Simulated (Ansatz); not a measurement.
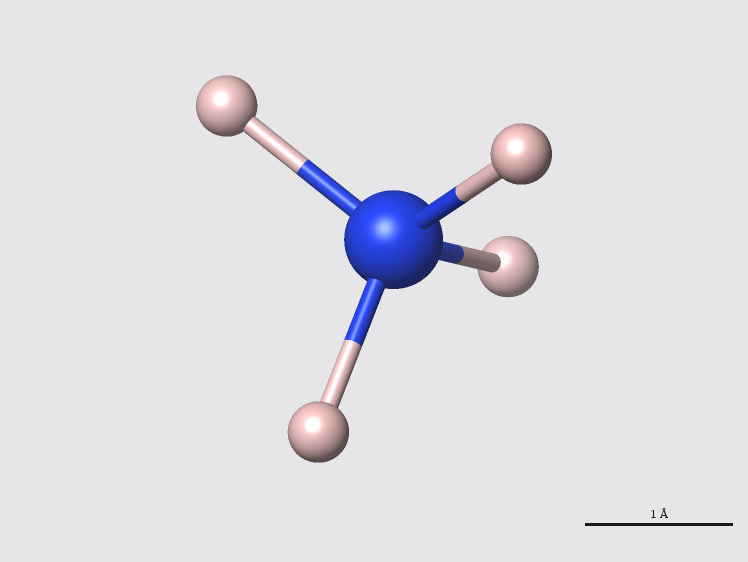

Colours: hydrogen pink, silicon blue.

> Which formula does it have?

SiH4, 5 atoms: 1 silicon and 4 hydrogen.

> Count the bonded pairs by element.

4 Si–H. Sticks follow a distance rule.

More results for the same structure follow; atom numbers are the same in all pictures, views and colours differ. The geometry was computed by an optimisation with PBE0-D4/def2-TZVP.

Symmetry

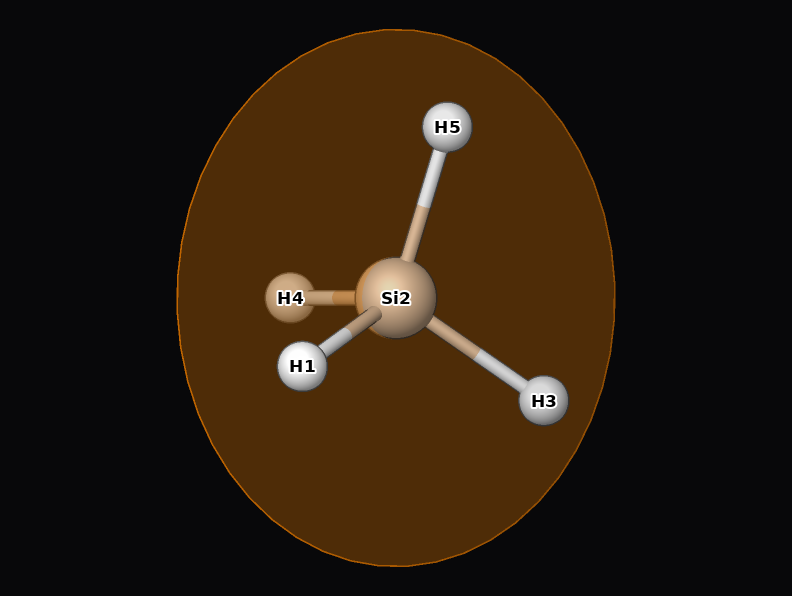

A disc through the centre of mass is drawn in. Atoms fade into the background with distance from the viewer.

> Is the plane of the disc a mirror plane of the structure?

No. The point group is Td, with 4 C3 axes, 3 C2 axes, 3 S4 axes and 6 mirror planes, and this plane isn't one of its mirror planes.

Vibrations

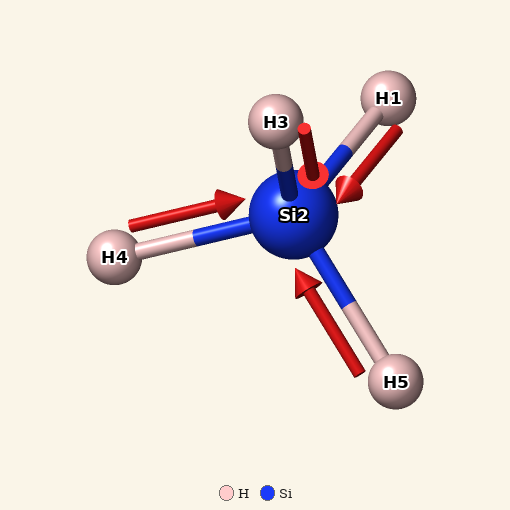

The arrows show one normal mode. Harmonic vibrations computed with RKS PBE0-D4/def2-TZVP (Ansatz 0.2.0) at a stationary point of the same level.

> Describe the motion.

Mostly in-phase stretching of 4 Si–H bonds.

> At what wavenumber does it lie?

2235 cm⁻¹; it is mode 6 of 9 counted from the lowest.

Charges

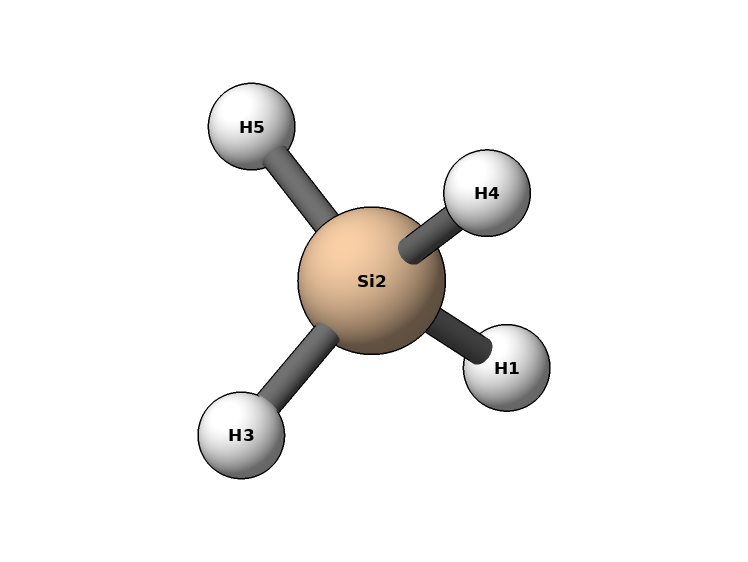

The questions are on Mulliken charges. Method: RKS PBE0-D4/def2-TZVP (Ansatz 0.2.0).

List the Mulliken charges.

```
atom  value (e)
  H1      −0.02
 Si2       0.07
  H3      −0.02
  H4      −0.02
  H5      −0.02
```

Electronic properties

Method: CCSD(T)/CBS estimate, frozen core: CCSD(T) correlation extrapolated from def2-TZVPP and def2-QZVPP (Ansatz 0.2.0).

> Give the T1 diagnostic at this level.

0.011.

Thermal motion

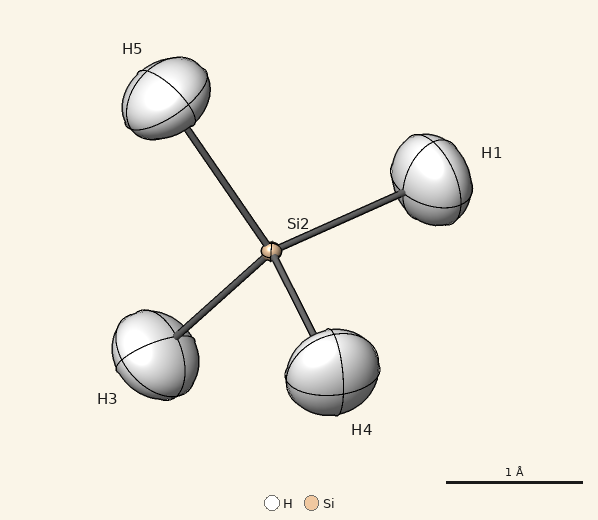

Displacement ellipsoids at the 50 % level, enlarged 2 times, from the internal vibrations of the free molecule (harmonic, no overall translation or rotation; no half-axis is drawn under 0.075 Å). Vibrations computed with RKS PBE0-D4/def2-TZVP (Ansatz 0.2.0). Temperature: 600 K.

> Which atom moves most?

H1, H3, H4, H5, with U_eq = 0.0112 Å².

> Does H5 move more along its bond or across it?

Across it: the root-mean-square amplitude is 0.085 Å along the bond and up to 0.115 Å across, since bending and torsion are softer than stretching.

List U_eq and the three principal root-mean-square amplitudes for each kind of atom.

| atom | U_eq (Å²) | rms amplitudes (Å) |
| --- | --- | --- |
| H1, H3, H4, H5 | 0.0112 | 0.085, 0.115, 0.115 |
| Si2 | 0.00008 | 0.009, 0.009, 0.009 |

Mulliken values depend strongly on the basis set and can even reverse the polarity of a bond.
